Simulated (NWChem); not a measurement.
**CH2BrI (bromoiodomethane): levels of theory compared**

Wanted: a comparison of 3 runs (HF/STO-3G, PBE0/6-311G**, MP2/6-311G**) of CH2BrI (bromoiodomethane). 

The results are computed with NWChem 7.3.0.

### Step 1. Starting point

The species is CH2BrI (5 atoms), meant as a singlet with charge 0. SMILES: `BrCI`. The coordinates come from a PBE0-D4/def2-TZVP relaxation.

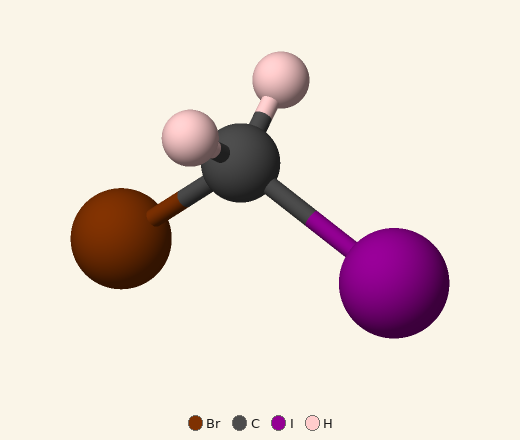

The structure, seen from a chosen angle (bromine brown, carbon dark grey, iodine purple, hydrogen pink).

### Step 2. Energy and forces at HF/STO-3G (run 1)

Contents of mymol.nw:

```
start mymol
title "CH2BrI"
memory 2200 mb
charge 0

geometry noautosym nocenter noautoz
  Br   -1.807600   -0.091200    0.355300
  C     0.027600    0.081600   -0.181200
  I     1.424400   -0.779400    1.170600
  H     0.257900    1.138200   -0.252900
  H     0.147500   -0.422800   -1.133000
end

basis spherical bse
  * library STO-3G
end

scf
  thresh 1e-08
  maxiter 80
end

task scf gradient
```

The run is started by

```console
$ nwchem mymol.nw > mymol.out
```

The log of the run:

```text
[...]
  functions       =    52
[...]
  wavefunction    = RHF
[...]
         Total SCF energy =  -9433.921705344055
      One-electron energy = -13987.979480760494
      Two-electron energy =   4086.409412137727
 Nuclear repulsion energy =    467.648363278711
        Time for solution =      6.1s
[...]
                         RHF ENERGY GRADIENTS
    atom               coordinates                        gradient
                 x          y          z           x          y          z
   1 Br     -3.415869  -0.172343   0.671420   -0.000687  -0.001572   0.002862
   2 C       0.052156   0.154202  -0.342418    0.006176   0.008680  -0.016044
   3 I       2.691726  -1.472852   2.212113   -0.003184   0.000476  -0.000451
   4 H       0.487360   2.150886  -0.477912   -0.001058  -0.002439   0.007594
   5 H       0.278735  -0.798976  -2.141060   -0.001247  -0.005145   0.006039
[...]
```

Wall time 11 s (1 thread of Intel Xeon Platinum 8375C at 2.90GHz (Ice Lake), shared host); peak memory 0.099 GiB.

### Step 3. Energy and gradient at PBE0/6-311G(d,p) (run 2)

Contents of ch2bri.nw:

```
start ch2bri
title "CH2BrI"
memory 2200 mb

geometry noautosym nocenter noautoz
  Br   -1.807600   -0.091200    0.355300
  C     0.027600    0.081600   -0.181200
  I     1.424400   -0.779400    1.170600
  H     0.257900    1.138200   -0.252900
  H     0.147500   -0.422800   -1.133000
end

basis spherical bse
  * library 6-311G**
end

dft
  xc pbe0
  grid fine
  convergence energy 1e-08
  iterations 100
  mulliken
  print low
end

task dft gradient
```

The run is started by

```console
$ nwchem ch2bri.nw > ch2bri.out
```

The log of the run:

```text
[...]
 d= 0,ls=0.0,diis     1  -9532.1048744849 -1.00D+04  7.77D-03  7.35D+00     3.8
[...]
 d= 0,ls=0.0,diis    10  -9532.1863135887 -7.88D-09  2.07D-07  3.26D-09    26.9
         Total DFT energy =    -9532.186313588711
      One electron energy =   -14077.331137445259
           Coulomb energy =     4350.790174289736
    Exchange-Corr. energy =     -273.293713711899
 Nuclear repulsion energy =      467.648363278711
[...]
      Total Density - Mulliken Population Analysis
     ---------------------------------------------
    Atom       Charge   Shell Charges
 -----------   ------   -------------------------------------------------------
    1 Br  35    35.00   0.75  1.21  1.19  0.79  1.02  1.01  1.30  0.69  0.47  5.50  4.82  1.09  0.87  2.91  1.35  7.74  2.14  0.16
    2 C    6     6.51   1.10  0.89  0.58  0.76  1.51  0.60  1.02  0.05
    3 I   53    52.94   0.94  1.00  1.04  0.93  0.93  1.08  0.99  1.07  1.38  0.60  5.02  1.20  3.34  2.36  3.01  2.94  1.11  2.75  1.19  6.22  3.85  4.88  4.82  0.27
    4 H    1     0.77   0.27  0.44  0.03  0.02
    5 H    1     0.77   0.27  0.44  0.03  0.02
[...]
                         DFT ENERGY GRADIENTS
    atom               coordinates                        gradient
                 x          y          z           x          y          z
   1 Br     -3.415869  -0.172343   0.671420    0.003629  -0.000196  -0.000116
   2 C       0.052156   0.154202  -0.342418    0.001148  -0.001461   0.002539
   3 I       2.691726  -1.472852   2.212113   -0.005014   0.002542  -0.003884
   4 H       0.487360   2.150886  -0.477912    0.000108  -0.000581   0.000663
   5 H       0.278735  -0.798976  -2.141060    0.000129  -0.000304   0.000798
 Task  times  cpu:       45.1s     wall:       45.1s
 Total times  cpu:       45.1s     wall:       45.1s
```

Run time: 46 s. Hardware: 1 thread of Intel Xeon Platinum 8375C at 2.90GHz (Ice Lake), shared host; peak memory 0.13 GiB.

### Step 4. Energy and gradient at MP2/6-311G(d,p) (run 3)

Contents of job.nw:

```
start job
title "CH2BrI"
memory stack 880 mb heap 220 mb global 1100 mb

geometry units angstrom noautosym nocenter noautoz
   Br      -1.807600      -0.091200       0.355300
   C        0.027600       0.081600      -0.181200
   I        1.424400      -0.779400       1.170600
   H        0.257900       1.138200      -0.252900
   H        0.147500      -0.422800      -1.133000
end

basis spherical bse
   * library 6-311G**
end

scf
   nopen 0
   rhf
   thresh 1e-08
   maxiter 80
   print low
end

mp2
   freeze core 28
   tight
end

task mp2 gradient
```

The run is started by

```console
$ nwchem job.nw > job.out
```

The log of the run:

```text
[...]
  functions       =   136
[...]
  wavefunction    = RHF
[...]
         Total SCF energy =  -9528.213962793319
      One-electron energy = -14075.888911917658
      Two-electron energy =   4080.026585845628
 Nuclear repulsion energy =    467.648363278711
        Time for solution =     36.9s
[...]
          Total MP2 energy         -9528.849849187422
[...]
                         mp2 ENERGY GRADIENTS
    atom               coordinates                        gradient
                 x          y          z           x          y          z
   1 Br     -3.415869  -0.172343   0.671420    0.003327  -0.000102  -0.000245
   2 C       0.052156   0.154202  -0.342418    0.001943  -0.001054   0.001718
   3 I       2.691726  -1.472852   2.212113   -0.005155   0.002817  -0.004354
   4 H       0.487360   2.150886  -0.477912   -0.000092  -0.001308   0.001182
   5 H       0.278735  -0.798976  -2.141060   -0.000022  -0.000353   0.001699
[...]
```

Run time: 1.9 min. Hardware: 1 thread of Intel Xeon Platinum 8375C at 2.90GHz (Ice Lake), shared host; peak memory 0.9 GiB.

### Step 5. Overview of the runs

| run | level | iteration cap | module | energy (Eh) | dipole moment (D) | largest force (eV/Å) | wall time |
| --- | --- | --- | --- | --- | --- | --- | --- |
| 1 | HF/STO-3G | 80 | scf | -9433.921705 | 1.59 | 0.990 | 11 s |
| 2 | PBE0/6-311G** | 100 | dft | -9532.186314 | – | 0.351 | 46 s |
| 3 | MP2/6-311G** | 80 | mp2 | -9528.849849 | 1.42 | 0.376 | 1.9 min |

### Step 6. Outcome

```
                                                      quantity           value
                                           run 3: total energy  -9528.84985 Eh
run 3: dipole moment (of the density that the program reports)          1.42 D
           run 3: correlation energy (28 core orbitals frozen)      -635.9 mEh
                               run 3: largest force on an atom      0.376 eV/Å
```

In words: In run 1 the basis is minimal, so the values are rough. In runs 1, 2, 3 relativity is left out where basis or elements ask for it. All runs together took 2.8 min, the longest 1.9 min.
